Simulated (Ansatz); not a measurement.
C$_{2}$H$_{6}$Cl$_{2}$Si (SMILES CC[SiH](Cl)Cl)

Input file:

```
basis:
  gaussian:
    orbitals: def2-SVPD
crystal:
  periodic: [false, false, false]
  atoms:
    - symbol: C
      position_ang: [0.287060, 0.998144, -0.017508]
    - symbol: C
      position_ang: [1.655625, 0.352862, -0.273357]
    - symbol: Cl
      position_ang: [2.492421, 2.700566, -2.323463]
    - symbol: Cl
      position_ang: [4.205782, -0.223031, -2.171569]
    - symbol: Si
      position_ang: [2.326552, 0.650005, -2.000305]
    - symbol: H
      position_ang: [0.330578, 2.096902, -0.158646]
    - symbol: H
      position_ang: [-0.487936, 0.605371, -0.707753]
    - symbol: H
      position_ang: [-0.063013, 0.804475, 1.016501]
    - symbol: H
      position_ang: [1.619391, -0.749924, -0.131184]
    - symbol: H
      position_ang: [2.420293, 0.728906, 0.440161]
    - symbol: H
      position_ang: [1.459156, 0.093697, -3.086853]
hamiltonian:
  xc: pbe0
output: {forces: true, orbitals: {seedname: orbitals}}
```

Launched as:

```sh
ansatz run input.yaml --threads 2 --pin off --max-ram 4350MiB --events-out events.jsonl --progress --plain --runs-dir runs
```

Geometry: PBE-D3(BJ)/def2-SVP.

These are results of Ansatz 0.2.0, isolated molecule in a Gaussian basis; Kohn-Sham density functional theory, functional PBE0, not measurements.

What can the converged electron density and electron localisation function tell about the bonding?

Answer. C–C (1.53 Å): the density is about 1.6 e/Å³ at the midpoint; the ELF peaks at about 0.95 between the atoms: localised, covalent bonding.
C–Si (1.88 Å): ρ is about 0.98 e/Å³ halfway; the ELF peaks at about 0.95 between the atoms; a shared electron pair.
Si–Cl (2.08 Å): ρ at the midpoint is about 0.83 e/Å³; the ELF peaks at about 0.90 between the atoms; a shared but strongly polarised pair.
C–H (1.11 Å): ρ at the midpoint is about 1.9 e/Å³; the ELF climbs to about 1 towards the hydrogen, as it does in any bond to H: an ordinary covalent bond to hydrogen.

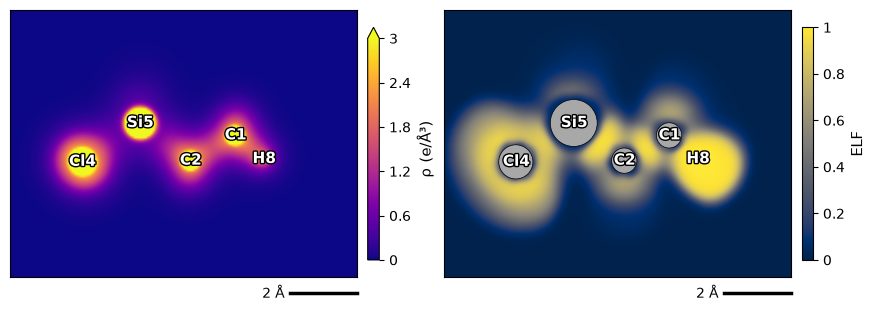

Computed electron density and electron localisation function on the plane of atoms C1, C2 and Si5, in this order. Grey discs cover the atomic cores in the ELF map. 
